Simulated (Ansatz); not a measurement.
# Calculations on C₃H₆O₃

## 1. Relaxation

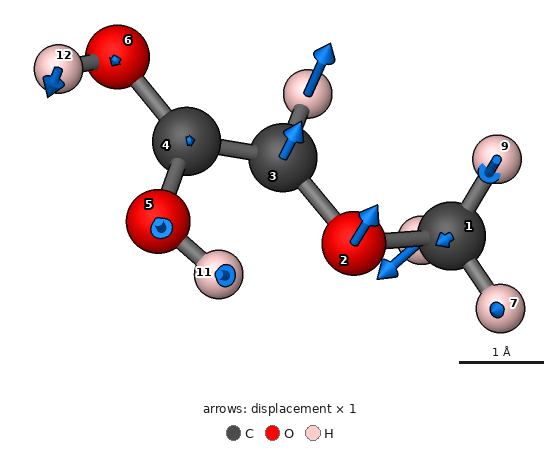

A relaxation of C3H6O3. The starting structure is drawn; blue arrows show the displacements, at their true length. The two geometries are superimposed by the best rigid fit.

A ball-and-stick model, seen from a free direction.

The run prepares an end point of a later path (torsion) calculation, from a guessed geometry.

All numbers below come from RKS PBE-D4/def2-SVP in Ansatz.

The input:
```yaml
crystal:
  periodic: [false, false, false]
  atoms:
    - { symbol: C, position_ang: [-0.0323, -2.1457, -0.1079] }
    - { symbol: O, position_ang: [-0.5688, -0.7728, -0.2856] }
    - { symbol: C, position_ang: [0.3038, 0.1658, 0.1444] }
    - { symbol: C, position_ang: [0.1505, 1.4825, 0.0896] }
    - { symbol: O, position_ang: [-1.0993, 1.9407, -0.4356] }
    - { symbol: O, position_ang: [0.9748, 2.4142, 0.5332] }
    - { symbol: H, position_ang: [-0.8189, -2.7865, -0.4875] }
    - { symbol: H, position_ang: [0.8727, -2.2395, -0.7084] }
    - { symbol: H, position_ang: [0.0998, -2.3049, 0.9806] }
    - { symbol: H, position_ang: [1.2685, -0.2111, 0.5853] }
    - { symbol: H, position_ang: [-1.6147, 1.1503, -0.6552] }
    - { symbol: H, position_ang: [0.541, 3.2518, 0.381] }
basis:
  gaussian: { orbitals: def2-SVP }
hamiltonian:
  xc: pbe
  dispersion: d4
relax:
  f_tol: 0.015
  max_steps: 40
```

Run as
```bash
ansatz run input.yaml --threads 2 --pin off --max-ram 3072MiB --backend cpu --events-out ev --progress --plain --runs-dir out
```

Describe the change and its energy.

Answer. The energy falls by 49.9 kJ/mol in 15 accepted moves (16 points after the start). The largest force component goes from 3.8 to 0.0079 eV/Å. The line search rejected the trial step at point 11 of the run. H10 moves most after the best rigid fit: 0.86 Å. Largest moves by element: H 0.86 Å, O 0.64 Å, C 0.55 Å. Some distances before and after: C4–O5 1.431 → 1.358 Å, C1–O2 1.485 → 1.421 Å, O2–C3 1.352 → 1.393 Å, C3–C4 1.327 → 1.357 Å. Bond angles that change, for instance: O2–C3–C4 127.0° → 115.8°, C4–C3–H10 116.6° → 124.3°, H8–C1–H9 115.5° → 108.0°. Groups turn about O2–C3 by about 55°. Cost: 43 s on 2 threads of Intel(R) Xeon(R) Platinum 8488C (Sapphire Rapids), with other jobs on the host, peak memory 0.16 GiB.

## 2. Relaxation

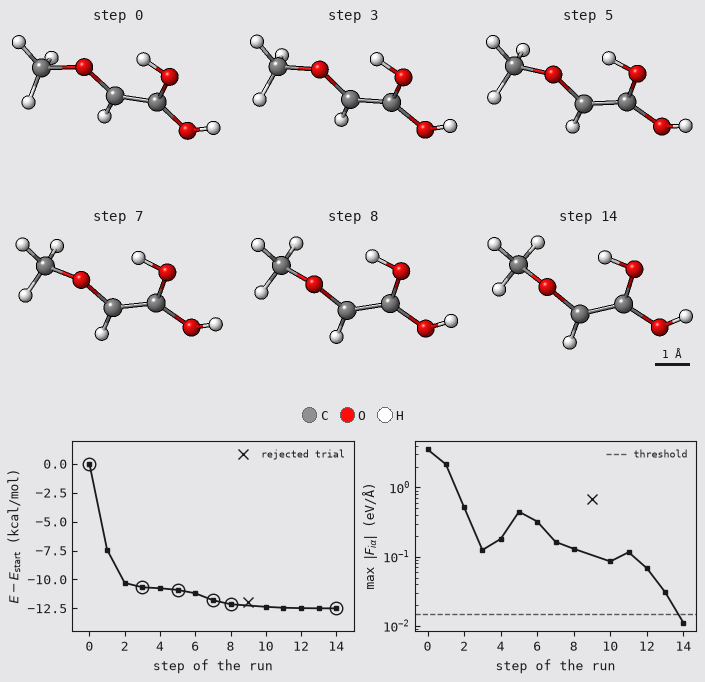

Frames of a relaxation of C3H6O3, marked on the history of the run. The picture is a ball-and-stick view, seen from a free direction.

The run prepares an end point of a later path (torsion) calculation, from a guessed geometry.

Theory: RKS PBE-D4/def2-SVP (Ansatz). Set-up: no spin polarisation; force threshold 0.015 eV/Å; at most 40 steps.

**What happens along the run?**

After 13 accepted moves (14 points after the start) the energy has fallen by 12.5 kcal/mol. Largest force component: 3.5 eV/Å at the start, 0.011 eV/Å at the end. The line search rejected the trial step at point 9 of the run. The largest move after the best rigid fit is that of an H atom, 0.85 Å. Largest moves by element: H 0.85 Å, O 0.63 Å, C 0.54 Å. Among the contacts that change: C–O 1.431 → 1.358 Å, C–O 1.485 → 1.421 Å, C–O 1.352 → 1.393 Å, C–H 1.083 → 1.115 Å. Bond angles that change, for instance: O–C–C 127.0° → 115.9°, O–C–H 104.0° → 112.0°, C–C–H 116.6° → 124.3°. Groups turn about C–O by about 55°. From step 0 to 3: C and H atoms move most (0.16 Å), energy −10.7 kcal/mol. From step 3 to 5: H atoms move most (0.26 Å), energy −0.23 kcal/mol. From step 5 to 7: H atoms move most (0.22 Å), energy −0.89 kcal/mol. From step 7 to 8: an H atom moves most (0.18 Å), energy −0.35 kcal/mol. From step 8 to 14: H atoms move most (0.23 Å), energy −0.36 kcal/mol.

| step | E − E(0), kcal/mol | largest force component, eV/Å | note |
| --- | --- | --- | --- |
| 0 | 0.00 | 3.5460 |  |
| 1 | -7.43 | 2.1622 |  |
| 2 | -10.30 | 0.5161 |  |
| 3 | -10.68 | 0.1249 |  |
| 4 | -10.76 | 0.1805 |  |
| 5 | -10.90 | 0.4465 |  |
| 6 | -11.19 | 0.3221 |  |
| 7 | -11.79 | 0.1638 |  |
| 8 | -12.14 | 0.1299 |  |
| 9 | -11.95 | 0.6814 | rejected |
| 10 | -12.36 | 0.0853 |  |
| 11 | -12.45 | 0.1161 |  |
| 12 | -12.48 | 0.0680 |  |
| 13 | -12.49 | 0.0307 |  |
| 14 | -12.50 | 0.0111 |  |

## 3. Path

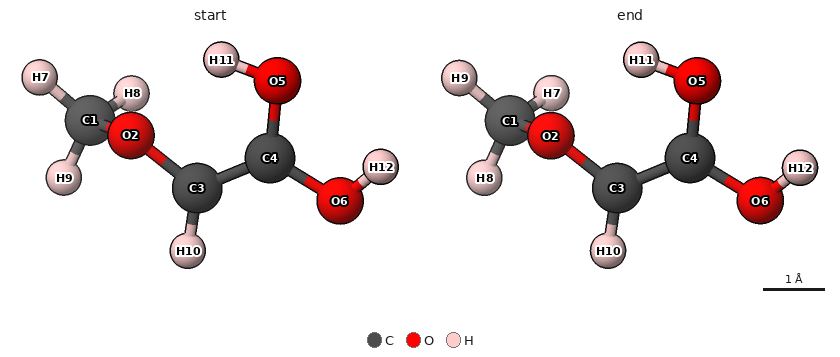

The two relaxed end points of a path for C3H6O3. A ball-and-stick model, seen from a free direction.

Method: RKS PBE-D4/def2-SVP (Ansatz 0.2.0).

Input file:
```yaml
crystal:
  periodic: [false, false, false]
  atoms:
    - { symbol: C, position_ang: [-0.123865, -1.962952, -0.239534] }
    - { symbol: O, position_ang: [-0.64461, -0.791368, 0.372725] }
    - { symbol: C, position_ang: [0.326914, 0.156519, 0.686867] }
    - { symbol: C, position_ang: [0.154863, 1.383866, 0.134033] }
    - { symbol: O, position_ang: [-0.88611, 1.653422, -0.695454] }
    - { symbol: O, position_ang: [0.958921, 2.441874, 0.364715] }
    - { symbol: H, position_ang: [-0.979306, -2.632586, -0.457956] }
    - { symbol: H, position_ang: [0.419383, -1.73303, -1.185499] }
    - { symbol: H, position_ang: [0.579397, -2.49707, 0.440907] }
    - { symbol: H, position_ang: [1.134328, -0.100531, 1.388626] }
    - { symbol: H, position_ang: [-1.403616, 0.814953, -0.708851] }
    - { symbol: H, position_ang: [0.540802, 3.211704, -0.066678] }
basis:
  gaussian: { orbitals: def2-SVP }
hamiltonian:
  xc: pbe
  dispersion: d4
neb:
  order_check: false
  images: 7
  f_tol: 0.03
  max_iterations: 60
  initial_path: idpp
  final_atoms:
    - { symbol: C, position_ang: [-0.10775194, -1.97042687, -0.19534402] }
    - { symbol: O, position_ang: [-0.48649031, -0.81234082, 0.53564745] }
    - { symbol: C, position_ang: [0.4947291, 0.17566659, 0.56999649] }
    - { symbol: C, position_ang: [0.13180847, 1.38857571, 0.08205661] }
    - { symbol: O, position_ang: [-1.10727482, 1.61273443, -0.42720009] }
    - { symbol: O, position_ang: [0.93083918, 2.47526953, 0.07383093] }
    - { symbol: H, position_ang: [0.13966347, -1.7318459, -1.2558408] }
    - { symbol: H, position_ang: [0.77932477, -2.46582615, 0.2634641] }
    - { symbol: H, position_ang: [-0.96088674, -2.67692957, -0.16502116] }
    - { symbol: H, position_ang: [1.47371453, -0.04230026, 1.0224102] }
    - { symbol: H, position_ang: [-1.58016288, 0.75900872, -0.29023748] }
    - { symbol: H, position_ang: [0.36958818, 3.23321558, -0.17986124] }
```

Run as
```bash
ansatz run input.yaml --threads 2 --pin off --max-ram 3072MiB --backend cpu --events-out ev --progress --plain --runs-dir out
```

> What barrier does the band find between them, and by what path?

The two ends have the same energy, and the highest point, image 4, lies 0.093 eV above the start. The motion is a rotation about the C1–O2 bond by about 120°. No bond forms or breaks between the ends. Among the angles between lasting bonds that change up to the highest image: O2–C1–H7 107.5° → 110.2°, C1–O2–C3 113.7° → 116.0°. The band converged in 6 iterations, with a climbing image at the top. At the top, the vibrational analysis gives one imaginary mode (197i cm⁻¹), as a transition state must have.

Energies of the converged images:

```tsv
image	path (Å)	E (eV)
0	0.00	0.000
1	0.42	0.012
2	0.85	0.043
3	1.27	0.078
4	1.70	0.093
5	2.13	0.077
6	2.57	0.042
7	3.00	0.011
8	3.44	0.000
```

The geometry at the top of the path:

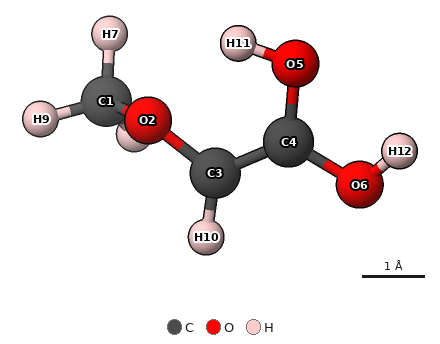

Cost: 95 s on 2 threads of Intel(R) Xeon(R) Platinum 8488C (Sapphire Rapids), on a shared host, peak memory 0.17 GiB.
